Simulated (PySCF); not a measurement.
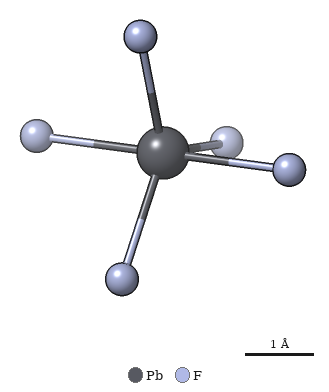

Starting structure of PbF₅ (charge −1). The picture is a ball-and-stick view, seen from a free direction.

Theory: PySCF, RKS BP86, Pb def2-SVP with ECP60, F def2-SVP; non-relativistic Hamiltonian with scalar-relativistic core potentials; density fitting.

Input
```
mol = gto.M(atom='''
Pb    -0.00000     0.00000     0.00000
F     -0.00000     0.00000     2.08759
F      0.00000    -0.00000    -2.08759
F      2.08222    -0.00185     0.00000
F     -1.03951     1.80418    -0.00000
F     -1.04271    -1.80233     0.00000''',
    basis={'Pb': 'def2-SVP', 'F': 'def2-SVP'},
    ecp={'Pb': 'def2-SVP'},
    charge=-1, spin=0)
mf = dft.RKS(mol, xc='B88,P86')
mf.grids.atom_grid = (50, 194)  # f atoms: at least (60, 302), unpruned
mf = mf.density_fit()  # Pb def2-universal-JKFIT, F def2-universal-JKFIT
mf.conv_tol = 1e-08; mf.max_cycle = 55
mf.kernel(dm0)
# quasi-Newton relaxation in Cartesian coordinates to a largest gradient under 0.00045 Eh/bohr
```

Run as
```bash
OMP_NUM_THREADS=2 python run.py
```

Question: What does the optimiser find from here?

Answer: After 7 geometry steps the energy has fallen by 0.024 eV. The largest force component goes from 0.053 to 0.00078 eV/Å. The largest moves after the best rigid fit, 0.22 Å, are those of F5 and F6. Largest moves by element: F 0.22 Å, Pb 0.02 Å. Among the contacts that change: Pb1–F4 2.082 → 2.078 Å. Among the angles between lasting bonds that change: F5–Pb1–F6 120.0° → 133.1°, F2–Pb1–F3 180.0° → 172.4°, F4–Pb1–F5 120.0° → 113.5°.

The structure at the end:

```xyz
6

Pb   -0.0233    0.0001    0.0000
F    -0.1620    0.0004    2.0838
F    -0.1620    0.0004   -2.0838
F     2.0543   -0.0024    0.0000
F    -0.8522    1.9128    0.0000
F    -0.8549   -1.9114    0.0000
```

After the run, drawn alike:

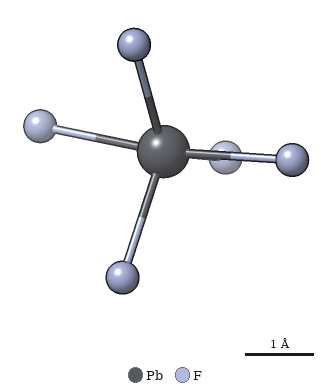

Limits of the set-up: the basis has no diffuse functions, which an anion needs.
